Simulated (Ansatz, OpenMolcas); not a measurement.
**Abstraction of F: C2H2FN + SF → C2H2N + SF2**

Species: C2H2FN (fluoroacetonitrile) `N#CCF`, singlet; SF (Monosulfur monofluoride), doublet; C2H2N `[CH2]C#N`, doublet; SF2 (sulfur difluoride) `FSF`, singlet. A radical takes F: the energy is the difference in strength between the C–F bond broken and the S–F bond made.

Shapes, held fixed at every level: PBE0-D4/def2-TZVP. Programs: Ansatz 0.2.0, OpenMolcas 26.06. The zero-point and thermal change to 298 K, harmonic and unscaled (PBE0-D4/def2-TZVP), is -11.5 kJ/mol.

```csv
level,kind,ΔH(298 K) (kJ/mol)
PBE-D4/def2-TZVPP,GGA,+17.7
r2SCAN-D4/def2-TZVPP,meta-GGA,+12.1
B3LYP/6-31G* (spherical functions),global hybrid,+50.0
B3LYP-D4/def2-TZVPP,global hybrid,+27.5
BHLYP-D4/def2-TZVPP,global hybrid,+37.1
wB97M-V/def2-TZVPP,range-separated hybrid,+30.4
B2PLYP/def2-TZVPP,double hybrid,+38.6
```

B2PLYP/def2-TZVPP gives ΔH(298 K) = +38.6 kJ/mol; the levels span +12.1 to +50.0. The median of the levels is +30.4. No measured value is set beside it here. Spin contamination: C2H2N (⟨S²⟩ up to 0.93). Open shells run unrestricted unless RO is named.

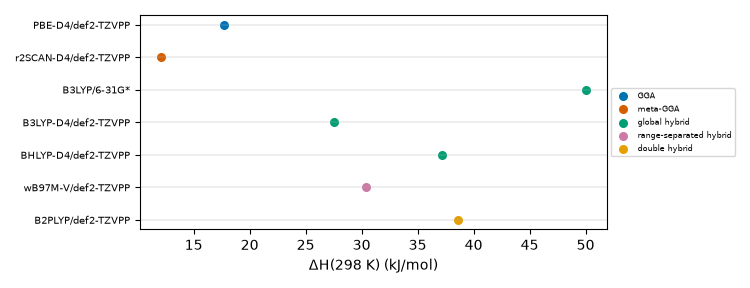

The values of the table, level by level.
